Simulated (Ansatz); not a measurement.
**Abstraction of H: GeHF3 + CH6FSi2 → GeF3 + CH7FSi2**

Gas-phase species: GeHF3 `[F][GeH]([F])[F]`, singlet; CH6FSi2 `F[SiH2]C[SiH2]`, doublet; GeF3 `[F][Ge]([F])[F]`, doublet; CH7FSi2 `F[SiH2]C[SiH3]`, singlet. A radical takes H: the energy is the difference in strength between the Ge–H bond broken and the Si–H bond made.

Shapes, held fixed at every level: PBE0-D4/def2-TZVP. Flexible molecules stand in one conformer, not always the lowest. Programs: Ansatz 0.2.0. Electronic energies: no zero-point or thermal term.

```json
{"level": "MP2/def2-TZVPP", "kind": "perturbation theory", "ΔE (kJ/mol)": "-15.9", "less CCSD(T)/def2-TZVPP": "-1.5"}
{"level": "HF/def2-TZVPP", "kind": "Hartree–Fock", "ΔE (kJ/mol)": "-11.4", "less CCSD(T)/def2-TZVPP": "+3.0"}
{"level": "PBE-D4/def2-TZVPP", "kind": "GGA", "ΔE (kJ/mol)": "-31.5", "less CCSD(T)/def2-TZVPP": "-17.1"}
{"level": "PBE0-D4/def2-TZVPP", "kind": "global hybrid", "ΔE (kJ/mol)": "-21.7", "less CCSD(T)/def2-TZVPP": "-7.3"}
{"level": "wB97M-V/def2-TZVPP", "kind": "range-separated hybrid", "ΔE (kJ/mol)": "-34.7", "less CCSD(T)/def2-TZVPP": "-20.3"}
{"level": "B2PLYP/def2-TZVPP", "kind": "double hybrid", "ΔE (kJ/mol)": "-25.8", "less CCSD(T)/def2-TZVPP": "-11.4"}
{"level": "CCSD(T)/def2-TZVPP", "kind": "coupled cluster or CI", "ΔE (kJ/mol)": "-14.4", "less CCSD(T)/def2-TZVPP": "0.0"}
```

The highest level, CCSD(T)/def2-TZVPP, gives ΔE = -14.4 kJ/mol; the levels span -34.7 to -11.4. The column of differences is taken from that level and isn't an error. No measured value is set beside it here. Open shells run unrestricted. Relativity is left out for Ge. Outer-core shells of Ge are correlated, in sets that cover them unevenly.

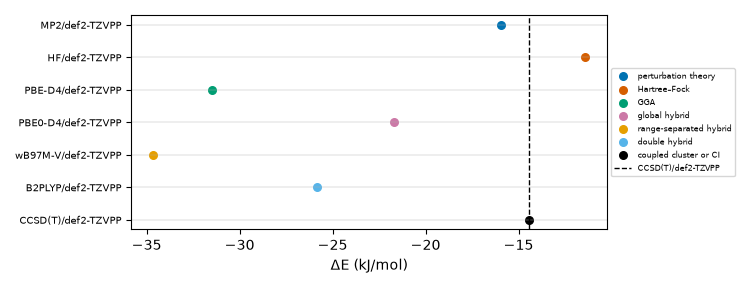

The values of the table, level by level.
